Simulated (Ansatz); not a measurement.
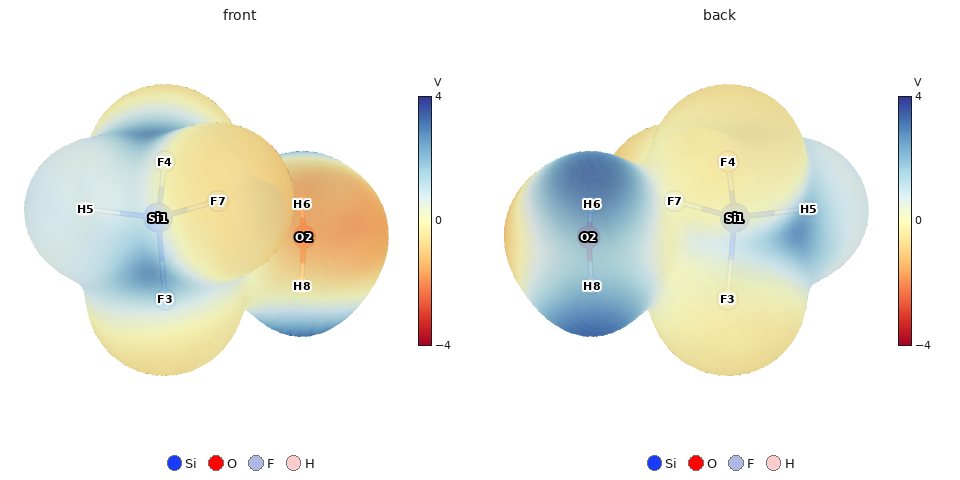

Figure 1: F$_{3}$HSi···H$_{2}$O. The electrostatic potential painted on the density surface at 0.004 e/bohr³, seen from the front and from behind; the colour scale runs from red (negative) to blue (positive).

The product side of a reaction path; geometry: PBE0-D4/def2-TZVP.

All numbers below come from Ansatz 0.2.0, RKS PBE0-D4/def2-TZVPP.

Input

```
crystal:
  periodic: [false, false, false]
  atoms:
    - {symbol: Si, position_ang: [-0.968038, 0.583185, 0.346534]}
    - {symbol: O, position_ang: [1.481519, -1.011522, -0.201180]}
    - {symbol: F, position_ang: [-1.266037, -0.455723, -0.801924]}
    - {symbol: F, position_ang: [0.197247, 1.551261, -0.091683]}
    - {symbol: H, position_ang: [-2.173628, 1.386278, 0.560051]}
    - {symbol: H, position_ang: [2.102765, -0.359462, -0.534563]}
    - {symbol: F, position_ang: [-0.608457, -0.152277, 1.685665]}
    - {symbol: H, position_ang: [1.234629, -1.541837, -0.962799]}
basis:
  gaussian: {orbitals: def2-TZVPP}
hamiltonian: {xc: pbe0, dispersion: d4}
output: {orbitals: {seedname: orbitals}}
```

Launched as:

```sh
ansatz run in.yaml --threads 4 --pin off --events-out ev --progress --plain --max-ram 9574MiB
```

### Which sites attract a positive test charge, and which a negative one?

A positive charge is drawn to the negative regions and a negative charge to the positive ones. The most negative region (about −1.7 V) lies over O2, the most positive (about +3.3 V) over H6 and H8. O2 is the likeliest acceptor of a hydrogen bond.
